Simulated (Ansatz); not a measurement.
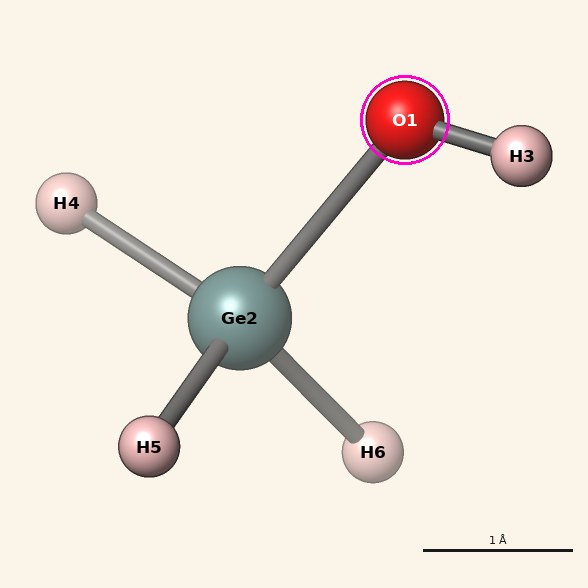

(Drawn from a calculation with Ansatz.)

Orthographic view. Atoms fade into the background with distance from the viewer. Geometry: atoms displaced at random (about 0.05 Å) from a stationary point of GFN2-xTB.

Q: Name the neighbours of the circled atom.

A: The circled atom is O1; it is bonded to Ge2, H3.

Q: Which two atoms are farthest apart in space?

A: H3 and H4, 3.62 Å.

Q: Of Ge2 and H5, which is nearer the viewer?

A: H5; the bond to Ge2 points away from the viewer, so it looks shorter than its 1.56 Å.
